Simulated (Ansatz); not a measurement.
**BH2Cl (SMILES BCl) at 6 levels**

Wanted: a comparison of 6 runs (BHLYP/STO-3G, SVWN5/STO-3G, UPBE/STO-3G, UMP2/STO-3G, CCSDT/STO-3G, UCCSD(T)/STO-3G) of BH2Cl. 

The results are computed with Ansatz 0.2.0.

56 further runs of the same task are left out: 2 that didn't finish, 54 set aside as unsound or not needed.

## 1. The structure to begin with

The species is BH2Cl (4 atoms), meant as a singlet with charge 0. As SMILES, `BCl`. The Cl2–B1 distance was set to 2.600 Å, away from the relaxed value.

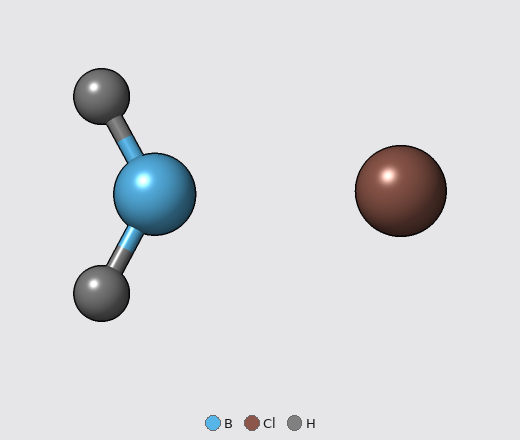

The structure, seen from a chosen angle (boron blue, chlorine brown, hydrogen grey).

## 2. A single-point energy at BHLYP/STO-3G (run 1)

Input file in.yaml:

```yaml
crystal:
  periodic: [false, false, false]
  atoms:
    - symbol: B
      position_ang: [-0.857556, 0.230202, -0.473553]
    - symbol: Cl
      position_ang: [1.365000, -0.395300, 0.721200]
    - symbol: H
      position_ang: [-1.847056, -0.350998, -0.157853]
    - symbol: H
      position_ang: [-0.827456, 1.081302, -1.304853]
basis:
  gaussian: {orbitals: STO-3G}
hamiltonian: {xc: {name: BHLYP}}
accuracy: high
```

Launch:

```sh
$ ansatz run in.yaml --threads 1 --pin off --max-ram 2610MiB --events-out events.jsonl --progress --plain --runs-dir runs
```

Log:

```text
Warning: RAYON_NUM_THREADS=1 ignored (pool sized by the plan → 1); use --threads N
Functional definition: BHLYP
  name "BHLYP"
  parameter a = 0.5
  exchange = (1 - a)*b88_x + a*exact_x
  correlation = lyp_c
253 factors; integrals over basis functions are off by at most 1.9e-8 eV
mean field evaluation 1: about -13080.0676 eV, gradient 1.8e1 eV
mean field evaluation 2: about -13034.6343 eV, gradient 9.9e1 eV
mean field evaluation 4: about -13083.3692 eV, gradient 9.9e-1 eV
mean field evaluation 8: about -13083.3473 eV, gradient 2.3e-2 eV
mean field evaluation 16: about -13083.3473 eV, gradient 1.7e-8 eV
mean field -13083.34730489 eV, -480.8041452433 hartree, gradient 1.9e-8 eV, S^2 0.000000; 0 other end points of the search recorded, 0 dependent functions left out
reference -13083.34732254 eV, -480.8041458919 hartree; 12, 12 occupied and 4, 4 virtual orbitals, 253 factors
Total energy: -13083.34732254 eV, -480.8041458919 hartree
```

Run time: 0.7 s. Hardware: 1 thread of Arm Neoverse V1, shared host.

## 3. A single-point energy at SVWN5/STO-3G (run 2)

Input file input.yaml:

```yaml
crystal:
  periodic: [false, false, false]
  atoms:
    - {symbol: B, position_ang: [-0.857556, 0.230202, -0.473553]}
    - {symbol: Cl, position_ang: [1.365000, -0.395300, 0.721200]}
    - {symbol: H, position_ang: [-1.847056, -0.350998, -0.157853]}
    - {symbol: H, position_ang: [-0.827456, 1.081302, -1.304853]}
basis:
  gaussian: {orbitals: STO-3G}
hamiltonian: {xc: {name: SVWN5}}
accuracy: high
```

Launch:

```sh
$ ansatz run input.yaml --threads 1 --pin off --max-ram 2610MiB --events-out events.jsonl --progress --plain --runs-dir runs
```

Log:

```text
Warning: RAYON_NUM_THREADS=1 ignored (pool sized by the plan → 1); use --threads N
Functional definition: SVWN5
  name "SVWN5"
  exchange = slater_x
  correlation = vwn5_c
253 factors; integrals over basis functions are off by at most 1.9e-8 eV
mean field evaluation 1: about -13029.9653 eV, gradient 1.9e1 eV
mean field evaluation 2: about -12940.2285 eV, gradient 8.4e1 eV
mean field evaluation 4: about -13032.3410 eV, gradient 1.1e1 eV
mean field evaluation 8: about -13032.2887 eV, gradient 1.1e1 eV
mean field evaluation 16: about -13033.1675 eV, gradient 6.2e-9 eV
mean field -13033.16753339 eV, -478.9600726538 hartree, gradient 1.1e-8 eV, S^2 0.000000; 0 other end points of the search recorded, 0 dependent functions left out
reference -13033.16753502 eV, -478.9600727136 hartree; 12, 12 occupied and 4, 4 virtual orbitals, 253 factors
Total energy: -13033.16753502 eV, -478.9600727136 hartree
```

Wall time 0.56 s (1 thread of Arm Neoverse V1, shared host).

Runs 3 to 5 aren't shown in full; the table further down has their settings and results.

## 4. The energy at UCCSD(T)/STO-3G (run 6)

Input file molecule.yaml:

```yaml
crystal:
  periodic: [false, false, false]
  atoms:
    - {symbol: B, position_ang: [-0.857556, 0.230202, -0.473553]}
    - {symbol: Cl, position_ang: [1.365000, -0.395300, 0.721200]}
    - {symbol: H, position_ang: [-1.847056, -0.350998, -0.157853]}
    - {symbol: H, position_ang: [-0.827456, 1.081302, -1.304853]}
basis:
  gaussian: {orbitals: STO-3G}
magnetization: {spin_polarized: true, initial_magnetization: 0}
correlation: {method: ccsd_t, frozen_orbitals: {B: 1, Cl: 5, H: 0}}
accuracy: high
scf: {omitted_lower_state_checks: [cluster_reference, increment]}
```

Launch:

```sh
$ ansatz run molecule.yaml --threads 1 --pin off --max-ram 2610MiB --events-out events.jsonl --progress --plain --runs-dir runs
```

Log:

```text
Warning: RAYON_NUM_THREADS=1 ignored (pool sized by the plan → 1); use --threads N
[... 14 lines left out ...]
6 core orbitals not correlated: weight in the atoms' cores, before any rotation towards them, 1.000 or more for the frozen orbitals, at most 0.000 for the correlated occupied ones
[... 34 lines left out ...]
Total energy: -13063.15249159 eV, -480.0619995432 hartree
Checks for a lower state left out: cluster_reference, increment
```

Wall time 0.28 s (1 thread of Arm Neoverse V1, shared host).

## 5. All runs side by side

| run | level | frozen core orbitals | energy (Eh) | wall time |
| --- | --- | --- | --- | --- |
| 1 | BHLYP/STO-3G | – | -480.804146 | 0.7 s |
| 2 | SVWN5/STO-3G | – | -478.960073 | 0.56 s |
| 3 | UPBE/STO-3G | – | -480.557570 | 1.6 s |
| 4 | UMP2/STO-3G | 6 | -480.022758 | 0.2 s |
| 5 | CCSDT/STO-3G | 6 | -480.063170 | 0.18 s |
| 6 | UCCSD(T)/STO-3G | 6 | -480.062000 | 0.28 s |

## 6. Results

| quantity | value |
| --- | --- |
| run 6: total energy | -480.06200 Eh |
| run 6: correlation energy (6 core orbitals frozen) | -72.3 mEh |
| run 6: (T) correction | -1.08 mEh |
| run 6: ⟨S²⟩ of the reference determinant | 0.482 |
| run 6: T1 diagnostic | 0.078 |

In words: Totals of different functionals can't be ranked against each other. In run 5 the log says that unrestricted orbitals would lower the reference, so the values rest on an unstable closed-shell determinant (other closed-shell runs at this shape may share the fault). In runs 1, 2, 3, 4, 5, 6 the basis is minimal, so the values are rough. Spin contamination of the reference: run 4 ⟨S²⟩ = 0.48, run 6 ⟨S²⟩ = 0.48. All runs together took 3.5 s, the longest 1.6 s.
